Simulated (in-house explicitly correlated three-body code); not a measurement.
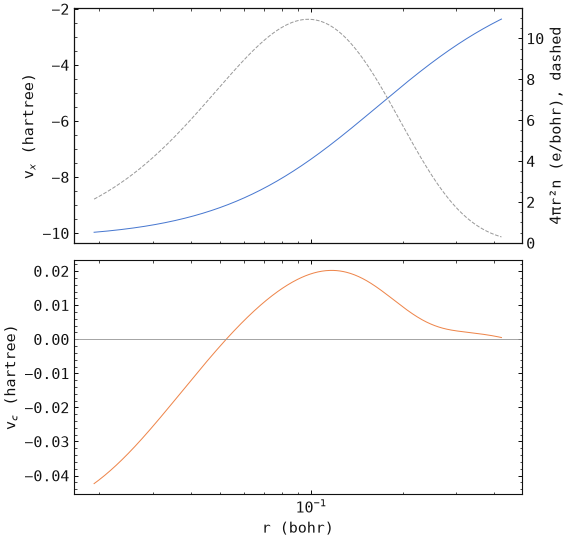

Two electrons around a point charge Z = 10.5. Computed variationally in 260 exponentially correlated functions with an in-house code, non-relativistic, converged to about 10⁻⁸ of the energy. The plot shows the exact exchange and correlation potentials of the ground state, from inverting its density, with the radial density dashed.

Q: What shape do the two potentials have?

A: The exchange potential, minus half the Hartree potential for two paired electrons, rises from −9.97 hartree at 0.019 bohr to −2.36 at 0.42 bohr, tending to −1/r far out. The correlation potential is −0.042 hartree at the inner end, crosses zero near 0.052 bohr and has a positive maximum of 0.020 hartree near 0.12 bohr; the density peaks at 0.097 bohr. The LDA correlation potential, by contrast, is negative everywhere. The Kohn-Sham level equals minus the binding of the second electron, −1326 eV.
